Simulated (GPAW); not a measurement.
# Two attempts at C2H5Si (SMILES C=C[SiH2])

Aim: energy and one-electron properties of C2H5Si at ULDA (PW92)/dzp (scalar-relativistic datasets).

The results are computed with GPAW 26.7.0.

5 further runs of the same task are left out: 5 set aside as unsound or not needed.

**1. The molecule**

C2H5Si: 8 atoms, total charge 0, spin state doublet. SMILES: `C=C[SiH2]`. Geometry: relaxed at PBE0-D4/def2-TZVP.

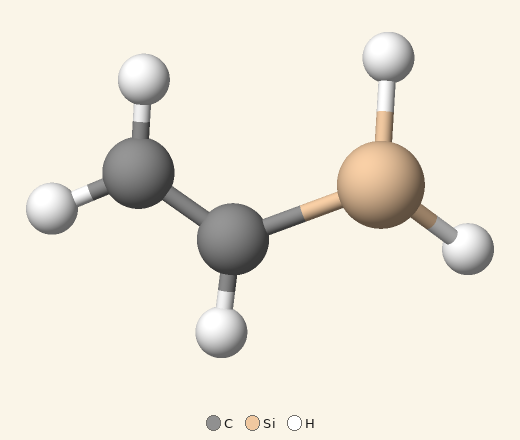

The structure, seen from a chosen angle (carbon grey, silicon light orange, hydrogen white).

**2. The input as first written**

calc.py reads:

```python
import numpy as np
from ase.io.zmatrix import parse_zmatrix
from ase.units import Debye
from gpaw import GPAW

# Set up the molecule
zmat = """
C
C 1 r2
Si 2 r3 1 a3
H 1 r4 2 a4 3 d4
H 1 r5 4 a5 2 d5
H 2 r6 1 a6 5 d6
H 3 r7 2 a7 6 d7
H 3 r8 7 a8 2 d8
"""
values = dict(r2=1.338402, r3=1.836518, a3=124.05698, r4=1.086257, a4=121.7862, d4=3.40309, r5=1.085925, a5=116.19139, d5=-179.64586, r6=1.08902, a6=118.03917, d6=-0.9762, r7=1.487478, a7=112.14523, d7=165.1057, r8=1.486586, a8=112.23946, d8=128.82476)
atoms = parse_zmatrix(zmat, defs=values)
atoms.center(vacuum=4.5)
atoms.set_initial_magnetic_moments([0.666667, 0.666667, 0.666667, 0.0, 0.0, 0.0, 0.0, 0.0])

# Calculator
gpaw_calc = GPAW(mode="lcao",
                 basis="dzp",
                 h=0.2,
                 xc="LDA",
                 occupations={"name": "fermi-dirac", "width": 0.02, "fixmagmom": True},
                 maxiter=51,
                 symmetry="off",
                 txt="-")
atoms.calc = gpaw_calc

energy = atoms.get_potential_energy()
print(f"Energy: {energy:.5f} eV")
forces = atoms.get_forces()
print("Forces (eV/Ang)")
for symbol, f in zip(atoms.symbols, forces):
    print(f'{symbol:2} {f[0]:9.4f} {f[1]:9.4f} {f[2]:9.4f}')
dipole = atoms.get_dipole_moment() / Debye
print(f"Dipole                  {np.linalg.norm(dipole):.3f} D")
```

Launch:

```console
$ python calc.py > calc.log
```

Standard output:

```text
[...]
Number of symmetries: 1
[...]
  Number of IBZ points: 1
[...]
basis functions: 64
Spin-components: 2 (collinear spins)
Bands:           16
[...]
  Valence electrons: 17.0
[...]
  Grid points: [68 64 48]
  Charge: 0.0  # |e|
[...]
    cutoffs:
[...]
occupation numbers:
  Fixed magnetic moment: 2.000
[...]
xc functional:
  name: None
[...]
|iter     |     time |      energy | eigst |  dens |  magmom |
[...]
|iter:   1| 00:00:08 |  -38.184141 |      c|       |  +2.0001|
[...]
|iter:  10| 00:00:24 |  -36.441677c|      c| -4.08c|  +2.0000|
Converged in 10 steps
[...]
Energy contributions relative to reference atoms: (reference = -9956.963050)
Energy contributions:
  Kinetic:          38.769136
  Coulomb:         -37.991091
  Zero:              0.134446
  External:          0.000000
  Xc:              -37.340305
  Entropy:          -0.027726
  Spinorbit:         0.000000
  ----------------------------
  Free energy:     -36.455539
  Extrapolated:    -36.441677
dipole moment: (-0.087287, -0.132516, 0.001880)  # |e|*Ang
Total magnetic moment: (0.000000, 0.000000, 1.999998)
Local magnetic moments
|        x |        y |         z |
|----------|----------|-----------|
| 0.000000 | 0.000000 |  0.201577 |  # C    0
| 0.000000 | 0.000000 |  0.160558 |  # C    1
| 0.000000 | 0.000000 |  0.286350 |  # Si   2
| 0.000000 | 0.000000 | -0.002742 |  # H    3
| 0.000000 | 0.000000 | -0.001681 |  # H    4
| 0.000000 | 0.000000 | -0.002211 |  # H    5
| 0.000000 | 0.000000 |  0.005122 |  # H    6
| 0.000000 | 0.000000 |  0.008874 |  # H    7
Fermi levels: -1.673, -6.949
Eigenvalues  # (at kpt = [0.000, 0.000, 0.000])
| band index |      eig [eV] | occ [0-1] |      eig [eV] | occ [0-1] |
|------------|---------------|-----------|---------------|-----------|
|          0 |       -19.494 |     1.000 |       -18.900 |     1.000 |
|          1 |       -14.733 |     1.000 |       -14.237 |     1.000 |
|          2 |       -12.861 |     1.000 |       -12.471 |     1.000 |
|          3 |       -11.415 |     1.000 |       -11.067 |     1.000 |
|          4 |       -10.131 |     1.000 |        -9.791 |     1.000 |
|          5 |        -8.449 |     1.000 |        -8.195 |     1.000 |
|          6 |        -8.143 |     1.000 |        -7.727 |     1.000 |
|          7 |        -7.906 |     1.000 |        -6.949 |     0.500 |
|          8 |        -4.727 |     1.000 |        -3.421 |     0.000 |
|          9 |        -1.673 |     0.500 |        -0.552 |     0.000 |
|         10 |         0.568 |     0.000 |         0.984 |     0.000 |
|         11 |         1.029 |     0.000 |         1.438 |     0.000 |
[...]
Gap: 1.122 eV
Transition (v -> c):
[...]
Forces (eV/Ang)
C    -4.2938    0.0538   -0.0911
C     4.5324    0.4516    0.1056
Si    0.1022   -0.0398    0.6723
H    -0.4724    0.6968   -0.1671
H    -0.4552   -0.6784    0.1852
H     0.5200   -0.6627   -0.1433
H    -0.2719    0.2749   -0.2100
H     0.3444   -0.0784   -0.3222
Dipole                  0.762 D
```

Wall time 26 s (1 thread of Intel Xeon at 2.50GHz (Skylake/Cascade Lake), shared host); peak memory 0.7 GiB.

**3. Diagnosis**

It ran to the end. The result can't be trusted all the same.

The fault: the spin state typed doesn't suit the molecule. Among its listed settings the sound run differs in this, and the input shows the rest: multiplicity 2 in place of 3.

**4. Second attempt**

mol.py reads:

```python
import numpy as np
from ase.io.zmatrix import parse_zmatrix
from ase.units import Debye
from gpaw import GPAW

# Atomic positions
atoms = parse_zmatrix("""
C
C 1 1.338402
Si 2 1.836518 1 124.05698
H 1 1.086257 2 121.7862 3 3.40309
H 1 1.085925 4 116.19139 2 -179.64586
H 2 1.08902 1 118.03917 5 -0.9762
H 3 1.487478 2 112.14523 6 165.1057
H 3 1.486586 7 112.23946 2 128.82476
""")
atoms.center(vacuum=4.5)
atoms.set_initial_magnetic_moments([0.333333, 0.333333, 0.333333, 0.0, 0.0, 0.0, 0.0, 0.0])

# DFT calculator
dft = GPAW(mode='lcao',
           basis='dzp',
           h=0.2,
           xc='LDA',
           occupations={'name': 'fermi-dirac', 'width': 0.02, 'fixmagmom': True},
           maxiter=100,
           symmetry='off',
           txt='-')
atoms.calc = dft

energy = atoms.get_potential_energy()
print(f'Energy                  {energy:.5f} eV')
forces = atoms.get_forces()
print('Forces (eV/Ang)')
for symbol, f in zip(atoms.symbols, forces):
    print(f'{symbol:2} {f[0]:9.4f} {f[1]:9.4f} {f[2]:9.4f}')
dipole = atoms.get_dipole_moment() / Debye
print(f'Dipole = {np.linalg.norm(dipole):.3f} D')
```

Launch:

```console
$ python mol.py > mol.log
```

Standard output, shortened:

```text
[...]
Number of symmetries: 1
[...]
  Number of IBZ points: 1
[...]
basis functions: 64
Spin-components: 2 (collinear spins)
Bands:           15
[...]
  Valence electrons: 17.0
[...]
  Grid points: [68 64 48]
  Charge: 0.0  # |e|
[...]
    cutoffs:
[...]
occupation numbers:
  Fixed magnetic moment: 1.000
[...]
xc functional:
  name: None
[...]
|iter     |     time |      energy | eigst |  dens |  magmom |
[...]
|iter:   1| 00:00:08 |  -41.219747 |      c|       |  +1.0001|
[...]
|iter:  11| 00:00:26 |  -39.239721c|      c| -4.21c|  +1.0000|
Converged in 11 steps
[...]
Energy contributions relative to reference atoms: (reference = -9956.963050)
Energy contributions:
  Kinetic:          33.578615
  Coulomb:         -36.048613
  Zero:              0.132865
  External:          0.000000
  Xc:              -36.902589
  Entropy:          -0.000000
  Spinorbit:         0.000000
  ----------------------------
  Free energy:     -39.239722
  Extrapolated:    -39.239721
dipole moment: (-0.077346, -0.090309, 0.010252)  # |e|*Ang
Total magnetic moment: (0.000000, 0.000000, 0.999999)
Local magnetic moments
|        x |        y |         z |
|----------|----------|-----------|
| 0.000000 | 0.000000 |  0.067064 |  # C    0
| 0.000000 | 0.000000 | -0.011550 |  # C    1
| 0.000000 | 0.000000 |  0.266504 |  # Si   2
| 0.000000 | 0.000000 | -0.000981 |  # H    3
| 0.000000 | 0.000000 | -0.000636 |  # H    4
| 0.000000 | 0.000000 | -0.000201 |  # H    5
| 0.000000 | 0.000000 |  0.003971 |  # H    6
| 0.000000 | 0.000000 |  0.003817 |  # H    7
Fermi levels: -4.311, -3.848
[...]
Gap: 1.043 eV
Transition (v -> c):
[...]
Forces (eV/Ang)
C     0.0104    0.0153    0.0376
C     0.5133    0.8719   -0.0344
Si   -0.2251   -0.3968    0.2190
H    -0.4285    0.7788   -0.0463
H    -0.4205   -0.7530    0.0221
H     0.4473   -0.7387    0.0606
H    -0.1897    0.2692   -0.0868
H     0.3021   -0.0306   -0.1443
Dipole = 0.573 D
```

It took 28 s on 1 thread of Intel Xeon at 2.50GHz (Skylake/Cascade Lake), shared host; peak memory 0.7 GiB.

**5. Results**

Level: ULDA (PW92)/dzp (scalar-relativistic datasets).

| quantity | value |
| --- | --- |
| energy as printed (from the program's reference atoms) | -39.2397 eV |
| dipole moment | 0.57 D |
| HOMO energy (highest over α and β) | -4.60 eV |
| LUMO energy (lowest over α and β) | -3.56 eV |
